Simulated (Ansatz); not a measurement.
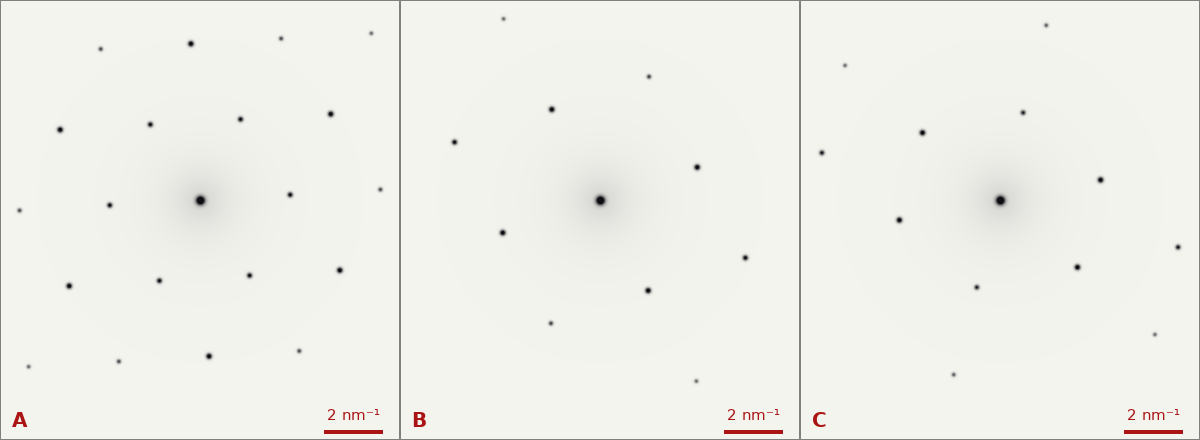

Simulated selected-area electron diffraction patterns (120 kV, kinematic approximation, thin crystal, B = 0.5 Å² for all atoms).

All three come from Dy, space group P6_3/mmc (No. 194), a = 3.652 Å, c = 5.878 Å (hexagonal axes). Structure: the input geometry of an electronic-structure calculation (not necessarily at equilibrium).

```csv
atom,site,symmetry,x,y,z
Dy,2c,-6m2,0.3333,0.6667,0.2500
```

Question: Assign the zone axes [001], [101], [211] to A, B and C.

Answer: A is [001]: hexagonal net of 1 -1 0 at d = 3.16 Å and 1 0 0 at d = 3.16 Å, at 60.0°. B is [211]: centred rectangular net of 0 1 -1 at d = 2.78 Å and -1 1 1 at d = 2.78 Å, at 80.6°. C is [101]: centred rectangular net of 0 1 0 at d = 3.16 Å and 1 0 -1 at d = 2.78 Å, at 63.9°.
